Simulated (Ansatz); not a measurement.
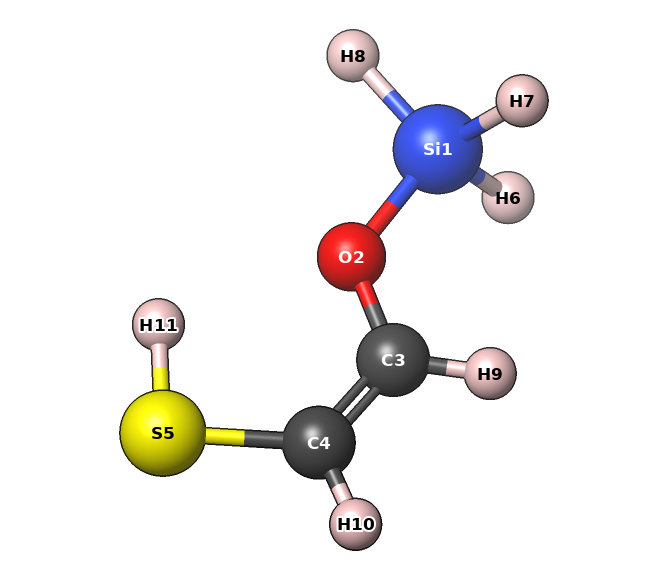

Distant atoms are faded towards the background colour. The geometry was computed by an optimisation with PBE-D4/def2-SVP. No frequency run is at hand to confirm it as a minimum.

Which atoms or bonds are stereogenic?

Double bonds: C3=C4.

What are the Cahn–Ingold–Prelog descriptors?

C3=C4: Z.
